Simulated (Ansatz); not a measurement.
# A ladder of methods for PH2F (SMILES FP)

The species is PH2F (4 atoms), meant as a singlet with charge 0. As SMILES, `FP`. The shape is that of a GFN2-xTB optimisation.

```xyz
4

F     1.1605    0.6688   -0.2227
P    -0.0720   -0.3691   -0.4797
H    -1.0539    0.5743   -0.1296
H    -0.0346   -0.8740    0.8319
```

Quantity: the energy change with the P2–H3 bond stretched from 1.406 to 2.812 Å, in eV. The values are calculated.

```csv
level,kind,program,value (eV),CPU time (all runs)
HF/STO-3G (restricted),Hartree–Fock,Ansatz,7.40,0.12 s
SVWN5/STO-3G (restricted),LDA,Ansatz,4.60,0.88 s
BLYP/STO-3G (restricted),GGA,Ansatz,4.18,1.3 s
r2SCAN/STO-3G (restricted),meta-GGA,Ansatz,4.76,3.4 s
BHLYP/STO-3G (restricted),global hybrid,Ansatz,6.01,1.2 s
PBE0/STO-3G (restricted),global hybrid,Ansatz,5.28,1.3 s
CAM-B3LYP/STO-3G (restricted),range-separated hybrid,Ansatz,5.60,1.4 s
wB97M-V/STO-3G (restricted),range-separated hybrid,Ansatz,5.71,20 s
MP2/STO-3G (restricted),perturbation theory,Ansatz,5.15,0.15 s
CCSDTQ/STO-3G (restricted),coupled cluster or CI,Ansatz,3.64,4.1 s
```

The first shape isn't each level's own minimum. The values span 3.64 to 7.40 eV. All rows use very small basis sets, so none should be taken for the real molecule's value. Times are those of the runs behind each value, whatever else they computed, on shared processors of several kinds: orders of magnitude only.

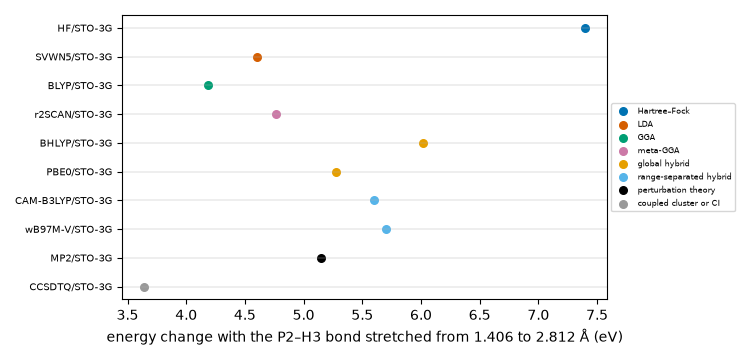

The values of the table, level by level.
